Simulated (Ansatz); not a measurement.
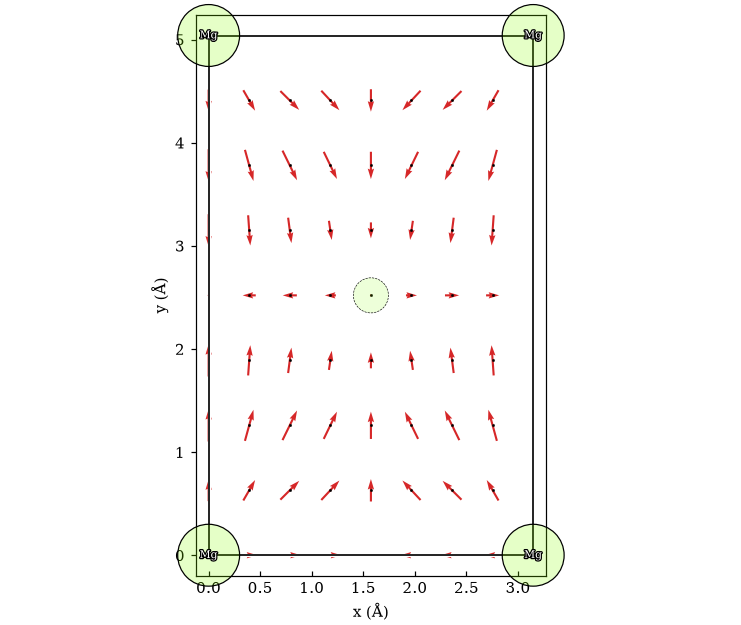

Li on a Mg(100) slab cut from the P6_3/mmc phase, its upper half relaxed before the scan (8 atoms of substrate and one adsorbate in a 2 × 1 cell). Li is moved over the surface cell; relaxed at each place: the height of the adsorbate's atoms; substrate rigid; the origin of the map has the adsorbate above Mg7. Places are given modulo a cell vector. The map is drawn in real space over the plane of the surface. The scan uses an 8 × 8 grid; 25 points were computed and 39 follow by symmetry. Places are given in fractions of the 1 × 1 surface cell. Method: DFT LDA, scalar-relativistic, plane waves, PAW in Ansatz. Settings: cutoff 420 eV, k-mesh 4×5×1, gaussian smearing 0.1 eV, no spin polarisation.

The picture shows dots at the grid points, arrows along the force (downhill), their lengths compressed, labelled circles for the atoms of the top layer and small ones for the second layer, the outline of one cell of the plane.

### The arrows alone are given. Where is the energy lowest?

The arrows converge at the trough between two rows of top atoms, (0/8, 4/8) of the cell vectors (read from the interpolated surface).

The energy map of the same scan:

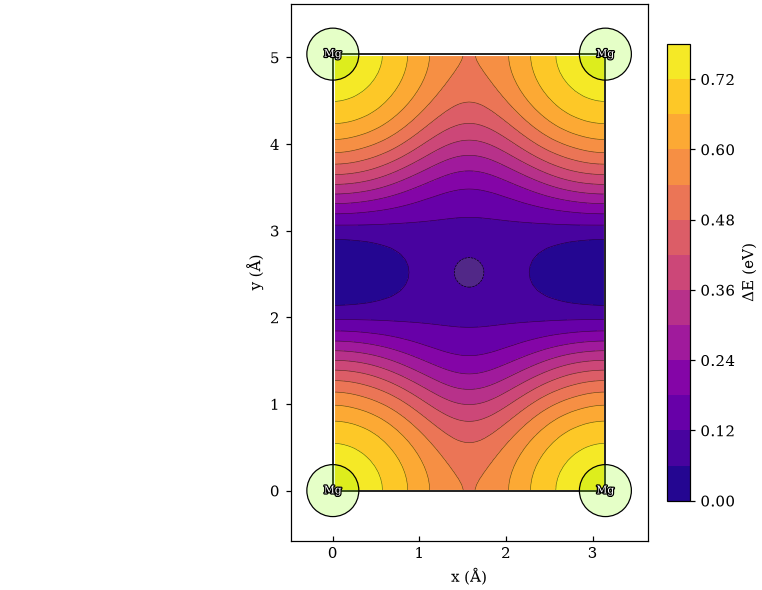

Energies are in eV, from the lowest grid point; between grid points the surface is interpolated.
